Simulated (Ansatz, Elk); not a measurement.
**How far do independent atoms describe Al3C?**

The structure of Al3C used here is made up (a known structure type with other elements) and was relaxed beforehand with r2SCAN. The aim is the Fourier transform of its all-electron density, F(hkl), set beside the sum over free spherical atoms that refinements use.

Calculated with Elk 11.2.3 (patched build); DFT, PBE, all-electron APW+lo, Dirac cores, scalar-relativistic bands, static density, no spin.

The structure was built from a prototype and need not be the compound's stable phase.

**1. The structure**

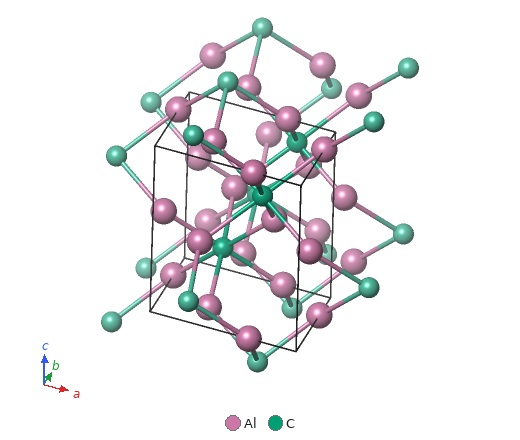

The cell as given, slightly off an axis (aluminium pink, carbon teal). 1×2×1 cells are drawn. Some periodic images of atoms are drawn too.

**2. Ground state and structure factors**

An all-electron density is needed, since X-rays see the cores too. Task 0 finds the density and task 195 Fourier-transforms it; tshift is off so that phases refer to the origin typed.

The input, elk.in:

```
tasks
  0
  195

xctype
  20

spinpol
  .false.

rgkmax
  7.0

gmaxvr
  14.0

lmaxo
  7

lmaxapw
  8

swidth
  0.002

tshift
  .false.

ramdisk
  .false.

hmaxvr
  5.5

maxscl
  120

epspot
  1e-06

sppath
  './'

avec
  9.67864484482 -0.00000000000 0.00000000000
  -4.83932242241 8.38195230982 -0.00000000000
  0.00000000000 0.00000000000 8.75310133376

atoms
  2
  'Al.in'
  6
  -0.0000000000 0.3248623640 0.5000000000   0.000000 0.000000 0.000000
  0.6751376360 0.6751376360 0.5000000000   0.000000 0.000000 0.000000
  0.3248623640 -0.0000000000 0.5000000000   0.000000 0.000000 0.000000
  0.6751376360 -0.0000000000 -0.0000000000   0.000000 0.000000 0.000000
  0.3248623640 0.3248623640 0.0000000000   0.000000 0.000000 0.000000
  0.0000000000 0.6751376360 -0.0000000000   0.000000 0.000000 0.000000
  'C.in'
  2
  0.6666666667 0.3333333333 0.7500000000   0.000000 0.000000 0.000000
  0.3333333333 0.6666666667 0.2500000000   0.000000 0.000000 0.000000

ngridk
  5 5 5
```

The run is started by

```bash
$ OMP_NUM_THREADS=4 elk
```

Numbers of over 12 decimals in the logs are rounded to 6 here.

Output:

```text
┌─────────────────────────┐
│ Elk code version 11.2.3 │
└─────────────────────────┘

All units are atomic (Hartree, Bohr, etc.)

┌─────────────────────────────────────────────────┐
│ Ground-state run starting from atomic densities │
└─────────────────────────────────────────────────┘

Lattice vectors :
   9.678644845      -0.000000000       0.000000000
  -4.839322422       8.381952310      -0.000000000
   0.000000000       0.000000000       8.753101334

Reciprocal lattice vectors :
  0.6491802735      0.3748044056      -0.000000000
   0.000000000      0.7496088113      -0.000000000
   0.000000000       0.000000000      0.7178238967

Unit cell volume      :    710.1035694
Brillouin zone volume :   0.3493155423

Muffin-tin inner radius fraction :   0.1000000000E-01

Nuclei treated as point charges

Species : 1 (Al)
 parameters loaded from : Al.in
 name : aluminium
 nuclear charge    :   -13.00000000
 electronic charge :    13.00000000
 atomic mass :    49184.33496
 muffin-tin radius :    2.135632805
 number of radial points in muffin-tin :    793
 inner part over the whole radius :   0.9910339318E-02
 number on inner part of muffin-tin    :    552
 approximate nuclear radius :   0.5839653600E-04
 number of mesh points to nuclear radius :    244
 atomic positions (lattice), magnetic fields (Cartesian) :
  1 :   0.00000000  0.32486236  0.50000000    0.00000000  0.00000000  0.00000000
  2 :   0.67513764  0.67513764  0.50000000    0.00000000  0.00000000  0.00000000
  3 :   0.32486236  0.00000000  0.50000000    0.00000000  0.00000000  0.00000000
  4 :   0.67513764  0.00000000  0.00000000    0.00000000  0.00000000  0.00000000
  5 :   0.32486236  0.32486236  0.00000000    0.00000000  0.00000000  0.00000000
  6 :   0.00000000  0.67513764  0.00000000    0.00000000  0.00000000  0.00000000

Species : 2 (C)
 parameters loaded from : C.in
 name : carbon
 nuclear charge    :   -6.000000000
 electronic charge :    6.000000000
 atomic mass :    21894.16674
 muffin-tin radius :    1.747335932
 number of radial points in muffin-tin :    593
 inner part over the whole radius :   0.9764799778E-02
 number on inner part of muffin-tin    :    405
 approximate nuclear radius :   0.4747601631E-04
 number of mesh points to nuclear radius :    166
 atomic positions (lattice), magnetic fields (Cartesian) :
  1 :   0.66666667  0.33333333  0.75000000    0.00000000  0.00000000  0.00000000
  2 :   0.33333333  0.66666667  0.25000000    0.00000000  0.00000000  0.00000000

Total number of atoms per unit cell :    8
Total muffin-tin volume :    289.4984765
 ratio of muffin-tin to unit cell volume :   0.4076848631

Spin treatment :
 spin-unpolarised

Number of Bravais lattice symmetries :   24
Number of crystal symmetries         :   12
Crystal has no inversion symmetry
Complex Hermitian eigensolver will be used

k-point grid :      5     5     5
k-point offset :    0.000000000       0.000000000       0.000000000
k-point set is reduced with full crystal symmetry group
Total number of k-points :       15

Muffin-tin radius times maximum |G+k| :    7.000000000
 using average radius
Maximum |G+k| for APW functions       :    3.433798785
Maximum (1/2)|G+k|²                   :    5.895487049
Maximum |G| for potential and density :    14.00000000
Constant for pseudocharge density :    7
 order of it for each species :   14  14
 order of it for pair densities of each species (exact exchange by exxq0 0: 15) :   11   5
Radial integration step length :    1

G-vector grid sizes :     45    45    40
Number of G-vectors :    32859

Maximum angular momentum used for
 APW functions            :    8
 outer part of muffin-tin :    7
 inner part of muffin-tin :    2

Total nuclear charge    :   -90.00000000
Total core charge       :    28.00000000
Total valence charge    :    62.00000000
Total excess charge     :    0.000000000
Total electronic charge :    90.00000000

Effective Wigner radius, rₛ :    1.234990241

Number of empty states         :     32
[...]
Hartree                     :      430.36013690447
 Madelung                    :     -1852.1076324571
 xc potential                :     -164.97457854206
 exchange                    :     -119.68622930020
 correlation                 :     -3.488092
 electron entropic           :    -0.15185525163688E-02
 total energy                :     -1533.6759186241

Density of states at Fermi energy :    119.4128250
 (states/Hartree/unit cell)

Estimated indirect band gap :   0.1052542197E-02
 from k-point 14 to k-point 5
Estimated direct band gap   :   0.6038269507E-02
 at k-point 14

Charges :
 core                        :    28.00000000
 valence                     :    62.00000000
 interstitial                :    11.76054640
 muffin-tins (core leakage)
  species : 1 (Al)
[...]
species : 2 (C)
[...]
total in muffin-tins        :    78.23945360
 total calculated charge     :    89.99573547
 total charge                :    90.00000000
 error                       :   0.4264531332E-02

RMS change in Kohn-Sham potential (target) :    1.738245947     (  0.1000000000E-05)
Absolute change in total energy (target)   :   0.2465146615E-01 (  0.1000000000E-03)

[... loops 3 to 14 left out ...]

┌──────────────────┐
│ Loop number : 15 │
└──────────────────┘

Energies :
 Fermi                       :     0.300437
 sum of occupied eigenvalues :     -813.22444305479
 electron kinetic            :      1535.8302898520
 core electron kinetic       :      1149.2916343369
 Coulomb                     :     -2946.1351097998
 Coulomb potential           :     -2190.6646490929
 nuclear-nuclear             :     -335.70237048081
 electron-nuclear            :     -3038.8306091578
 Hartree                     :      428.39786983873
 Madelung                    :     -1850.8027852534
 xc potential                :     -158.39008381390
 exchange                    :     -119.23287133442
 correlation                 :     -3.513229
 electron entropic           :    -0.10347287631136E-02
 total energy                :     -1533.0519552926

Density of states at Fermi energy :    78.24834172
 (states/Hartree/unit cell)

Estimated indirect band gap :   0.1821663761E-02
 from k-point 10 to k-point 4
Estimated direct band gap   :   0.7932801410E-02
 at k-point 13

Charges :
 core                        :    28.00000000
 valence                     :    62.00000000
 interstitial                :    12.58983598
 muffin-tins (core leakage)
  species : 1 (Al)
[...]
species : 2 (C)
[...]
total in muffin-tins        :    77.41016402
 total calculated charge     :    89.99596365
 total charge                :    90.00000000
 error                       :   0.4036351002E-02

RMS change in Kohn-Sham potential (target) :   0.8769848966E-06 (  0.1000000000E-05)
Absolute change in total energy (target)   :   0.6588205088E-04 (  0.1000000000E-03)

Convergence targets achieved

┌──────────────────┐
│ Loop number : 16 │
└──────────────────┘

Energies :
 Fermi                       :     0.300437
 sum of occupied eigenvalues :     -813.22444455822
 electron kinetic            :      1535.8302875341
 core electron kinetic       :      1149.2916335442
 Coulomb                     :     -2946.1351086858
 Coulomb potential           :     -2190.6646477041
 nuclear-nuclear             :     -335.70237048081
 electron-nuclear            :     -3038.8306083133
 Hartree                     :      428.39787010829
 Madelung                    :     -1850.8027848338
 xc potential                :     -158.39008438818
 exchange                    :     -119.23287134110
 correlation                 :     -3.513229
 electron entropic           :    -0.10347285544748E-02
 total energy                :     -1533.0519565013

Density of states at Fermi energy :    78.24832981
 (states/Hartree/unit cell)

Estimated indirect band gap :   0.1821669266E-02
 from k-point 10 to k-point 4
Estimated direct band gap   :   0.7932805049E-02
 at k-point 13

Charges :
 core                        :    28.00000000
 valence                     :    62.00000000
 interstitial                :    12.58983579
 muffin-tins (core leakage)
  species : 1 (Al)
[...]
atom 6                    :    11.16936360     (  0.6623106007E-03)
  species : 2 (C)
   atom 1                    :    5.196991317     (  0.5769971544E-05)
   atom 2                    :    5.196991317     (  0.5769971544E-05)
 total in muffin-tins        :    77.41016421
 total calculated charge     :    89.99596365
 total charge                :    90.00000000
 error                       :   0.4036350771E-02

┌──────────────────────────────┐
│ Self-consistent loop stopped │
└──────────────────────────────┘

Warning : core states of species 1 leak from the muffin-tin :   0.6623106007E-03

Wrote STATE.OUT
```

It took 18 s on 4 threads of AMD EPYC 9B45 (Zen 5), shared host; peak memory 0.22 GiB.

SFACRHO.OUT:

```text

h k l indices transformed by vhmat matrix:
   1.000000000       0.000000000       0.000000000    
   0.000000000       1.000000000       0.000000000    
   0.000000000       0.000000000       1.000000000    

      h      k      l  multipl.   |H|            Re(F)            Im(F)           |F|

      0      0      0      1   0.0000000       89.999998      0.16757112E-15   89.999998    
      0      0     -1      2  0.71782390     -0.78751564E-15  0.98546667E-14  0.98860829E-14
     -1      1      0      6  0.74960881      -2.9928409      0.40034583E-14   2.9928409    
      1     -1      1      6   1.0378750       7.8605501      0.50659146E-13   7.8605501    
     -1      1      1      6   1.0378750      -7.8605501     -0.47579562E-13   7.8605501    
      1      1      0      3   1.2983605      -19.629311      0.31211854E-13   19.629311    
     -1     -1      0      3   1.2983605      -19.629311     -0.32252144E-13   19.629311    
      0      0     -2      2   1.4356478       45.819229     -0.12049731E-13   45.819229    
      1      1     -1      6   1.4835806     -0.16179444E-13  -45.388501       45.388501    
      2     -1     -1      6   1.4835806     -0.35354812E-08   45.388501       45.388501    
      0      2      0      6   1.4992176      -6.6801495     -0.18169542E-13   6.6801495    
      1     -1      2      6   1.6195672       4.8138091     -0.59128000E-13   4.8138091    
      1     -1     -2      6   1.6195672       4.8138091      0.66211042E-13   4.8138091    
      0     -2      1      6   1.6622047       5.4970469      0.11309462E-10   5.4970469    
     -2      0      1      6   1.6622047      -5.4970469      0.11287443E-10   5.4970469    
      1     -2      2      6   1.9356716      -28.884905     -0.17506713E-10   28.884905    
     -1      2     -2      6   1.9356716      -28.884905      0.17506625E-10   28.884905    
     -1     -2      0      6   1.9832785      -3.3396363     -0.86228333E-14   3.3396363
```

Elk indexes on the primitive cell of elk.in and gives |H| = 4π sin θ/λ in inverse bohr. Below, one row stands for each form hkl of the conventional cell (m members, Friedel mates merged), F is for one primitive cell and the density is static (no thermal factor). Free-atom factors are Waasmaier and Kirfel's, and R is Σm||F|−|F'||/Σm|F|.

```
hkl   m  sin θ/λ (Å⁻¹)  abs F, DFT  neutral atoms   diff.  abs of complex diff.
001   2          0.108       0.000          0.000  +0.000                 0.000
100   6          0.113       2.993          2.870  +0.122                 0.122
101  12          0.156       7.861          7.298  +0.563                 0.563
110   6          0.195      19.629         20.376  -0.747                 0.747
002   2          0.216      45.819         46.835  -1.016                 1.016
111  12          0.223      45.389         45.698  -0.309                 0.309
200   6          0.226       6.680          6.362  +0.318                 0.318
102  12          0.243       4.814          4.618  +0.196                 0.196
201  12          0.250       5.497          5.109  +0.388                 0.388
112  12          0.291      28.885         28.984  -0.099                 0.099
210  12          0.298       3.340          3.381  -0.041                 0.041
202  12          0.312       0.368          0.351  +0.016                 0.016
211  24          0.317       5.417          5.545  -0.129                 0.135
003   2          0.324       0.000          0.000  +0.000                 0.000
300   6          0.338      48.651         48.776  -0.125                 0.125
103  12          0.343       3.716          3.833  -0.116                 0.116
301  12          0.355       0.007          0.000  +0.007                 0.007
212  24          0.368       1.282          1.297  -0.015                 0.080
```

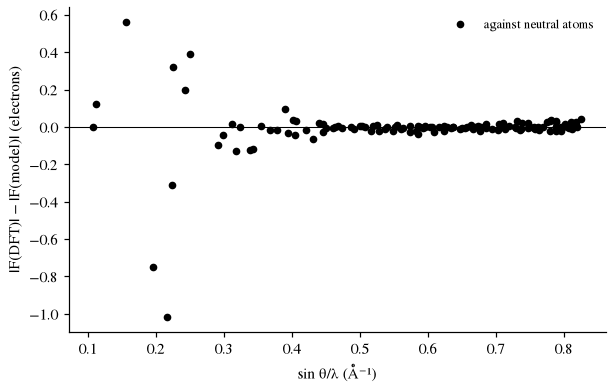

Difference between the calculated structure factors and the independent-atom ones.

**3. The highest occupied states alone**

An energy window below the Fermi level keeps the highest occupied states, to see at which angles they scatter; shallow core shells can lie inside it and anion s states outside. No new self-consistency is needed.

Edit elk.in of step 2 so:

```diff
@@ -1,3 +1,2 @@
 tasks
-  0
   195
@@ -40,2 +39,5 @@
 
+wsfac
+  -0.067060 0.600440
+
 sppath
```

The run is started by

```bash
$ OMP_NUM_THREADS=4 elk
```

Output:

```text
┌─────────────────────────────────┐
│ Elk code version 11.2.3 started │
└─────────────────────────────────┘

Info(readinput): the functional depends on the density's gradient
 muffin-tin radial points multiplied by    2.00000
 (not where nrmtscf is given)

┌────────────────────┐
│ Current task : 195 │
└────────────────────┘
Info(checkmt): changed muffin-tin radius of species 1 (Al) from   2.2000 to   2.1356
Info(checkmt): changed muffin-tin radius of species 2 (C) from   1.8000 to   1.7473

Info(sfacrho): density structure factors written to SFACRHO.OUT

 Energy window :  -0.6706000000E-01  0.6004400000

┌──────────────────┐
│ Elk code stopped │
└──────────────────┘
```

It took 4.2 s on 4 threads; peak memory 0.16 GiB; 4.8 s of CPU time.

States within 10 eV below the Fermi level hold 22.00 electrons; any levels below the window count with the cores. Their amplitudes can exceed the total, where window and core parts have opposite phase:

```
hkl  sin θ/λ (Å⁻¹)  abs F, window  abs F, all
001          0.108          0.000       0.000
100          0.113          1.606       2.993
101          0.156          2.991       7.861
110          0.195          2.399      19.629
002          0.216          2.397      45.819
111          0.223          0.018      45.389
200          0.226          1.252       6.680
102          0.243          0.979       4.814
201          0.250          1.693       5.497
112          0.291          0.762      28.885
```

**4. Another functional**

The difference from free atoms is small, so it is set against the change that LDA (Perdew-Wang) makes.

Edit elk.in of step 3 so:

```diff
@@ -1,2 +1,3 @@
 tasks
+  0
   195
@@ -4,3 +5,3 @@
 xctype
-  20
+  3
 
@@ -39,5 +40,2 @@
 
-wsfac
-  -0.067060 0.600440
-
 sppath
```

The run is started by

```bash
$ OMP_NUM_THREADS=4 elk
```

Output:

```text
┌─────────────────────────┐
│ Elk code version 11.2.3 │
└─────────────────────────┘

All units are atomic (Hartree, Bohr, etc.)

┌─────────────────────────────────────────────────┐
│ Ground-state run starting from atomic densities │
└─────────────────────────────────────────────────┘

Lattice vectors :
   9.678644845      -0.000000000       0.000000000
  -4.839322422       8.381952310      -0.000000000
   0.000000000       0.000000000       8.753101334

Reciprocal lattice vectors :
  0.6491802735      0.3748044056      -0.000000000
[...]
muffin-tins (core leakage)
  species : 1 (Al)
[...]
species : 2 (C)
   atom 1                    :    5.184746276     (  0.2280744418E-05)
   atom 2                    :    5.184746276     (  0.2280744418E-05)
 total in muffin-tins        :    77.51740632
 total calculated charge     :    89.99572423
 total charge                :    90.00000000
 error                       :   0.4275765080E-02

┌──────────────────────────────┐
│ Self-consistent loop stopped │
└──────────────────────────────┘

Warning : core states of species 1 leak from the muffin-tin :   0.7031020759E-03

Wrote STATE.OUT
[key lines of the parts left out:]
total energy                :     -1527.0649540053
```

Run time: 13 s. Hardware: 4 threads; peak memory 0.19 GiB; 40 s of CPU time.

Against the first run R = 0.19 %; the largest change is -0.098 at 302.

**5. Basis size**

The basis and the expansions that go with it are enlarged, to see whether the differences are converged.

Edit elk.in of step 4 so:

```diff
@@ -5,3 +5,3 @@
 xctype
-  3
+  20
 
@@ -11,12 +11,12 @@
 rgkmax
-  7.0
+  8.5
 
 gmaxvr
-  14.0
+  18.0
 
 lmaxo
-  7
+  9
 
 lmaxapw
-  8
+  10
```

The run is started by

```bash
$ OMP_NUM_THREADS=4 elk
```

Output:

```text
┌─────────────────────────┐
│ Elk code version 11.2.3 │
└─────────────────────────┘

All units are atomic (Hartree, Bohr, etc.)

┌─────────────────────────────────────────────────┐
│ Ground-state run starting from atomic densities │
└─────────────────────────────────────────────────┘

Lattice vectors :
   9.678644845      -0.000000000       0.000000000
  -4.839322422       8.381952310      -0.000000000
   0.000000000       0.000000000       8.753101334

Reciprocal lattice vectors :
  0.6491802735      0.3748044056      -0.000000000
[...]
muffin-tins (core leakage)
  species : 1 (Al)
[...]
species : 2 (C)
   atom 1                    :    5.200773276     (  0.5773651277E-05)
   atom 2                    :    5.200773276     (  0.5773651277E-05)
 total in muffin-tins        :    77.41960786
 total calculated charge     :    89.99592062
 total charge                :    90.00000000
 error                       :   0.4079381049E-02

┌──────────────────────────────┐
│ Self-consistent loop stopped │
└──────────────────────────────┘

Warning : core states of species 1 leak from the muffin-tin :   0.6622936451E-03

Wrote STATE.OUT
[key lines of the parts left out:]
total energy                :     -1533.0563852616
```

Elapsed: 57 s, on 4 threads; peak memory 0.44 GiB.

Against the first run R = 0.02 %; the largest change is -0.006 at 105.

**6. Settings against the effect**

```
                              run  R against the first run (%)  R against neutral atoms, low angle (%)  wall time
                    PBE, rgkmax 7                         0.00                                    2.00       18 s
                LDA (Perdew-Wang)                         0.19                                    1.96       13 s
rgkmax 8.5 with larger expansions                         0.02                                    2.00       57 s
```

**7. Summary of results**

| Property | Result |
| --- | --- |
| R against neutral atoms, sin θ/λ < 0.3 Å⁻¹ | 2.00 % |
| R against neutral atoms, 0.3 to 0.83 Å⁻¹ | 0.19 % |

What this shows: Independent neutral atoms miss the calculated amplitudes by R = 2.00 % below 0.3 Å⁻¹ and 0.19 % from there to 0.83 Å⁻¹; by shells, 4.09 % below 0.15 Å⁻¹ (1 form), 1.97 % 0.15 to 0.3 (9 forms), 0.40 % 0.3 to 0.45 (16 forms), 0.15 % above 0.45 (98 forms). Bonding, aspherical density and the tables' own atoms all enter these figures, and the runs don't part them. The largest change of an amplitude is -1.02 electrons, at 002. R counts amplitudes alone; phases shift too. The window's part falls from 22.0 electrons at the origin to at most 0.34 between 0.45 and 0.83 Å⁻¹. Below 0.3 Å⁻¹ the changes that finished (LDA (Perdew-Wang) and rgkmax 8.5 with larger expansions) move F by R = 0.07 % at most, against the 2.00 % that separates it from free atoms. The k-mesh has no finished test. Part of the difference isn't bonding: the tables are fits to free atoms and ions calculated by other methods than this functional. Thermal motion, anomalous dispersion and extinction are left out.

[Logs are printed without paths, hosts, clocks, repeated set-up lines and the standing remarks that a program may print on its own settings, such as how far it seeks lower states.]

[Hosts, paths, dates, database ids (printed as entryN), source tags and the programs' standing remarks are cut or masked in the printed files.]
